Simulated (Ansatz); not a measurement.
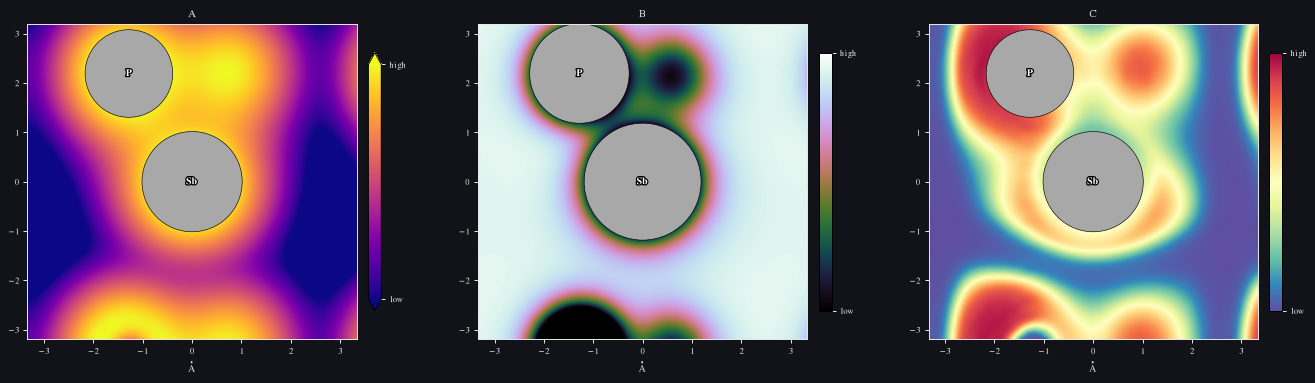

SbP₃: 3 fields on the (100) plane of the conventional cell, with unlabelled colour scales. Grey discs cover the atomic cores.

Space group P31m; started from the random prototype, which need not be the ambient phase.

Method: Ansatz 0.2.0, DFT PBE, scalar-relativistic, plane waves, PAW.

Question: Which field does each panel show? The fields are: electron localisation function, electrostatic potential energy of an electron and valence pseudo-density.

Answer: Panel A: valence pseudo-density. Panel B: electrostatic potential energy of an electron (low next to the atoms, rising into the space between them). Panel C: electron localisation function. From the grid: Sb–P (2.54 Å): ρ at the midpoint is about 0.47 e/Å³; the ELF peaks at about 0.70 in the valence shell of P, 0.9 Å from its nucleus, and is about 0.50 at the midpoint.
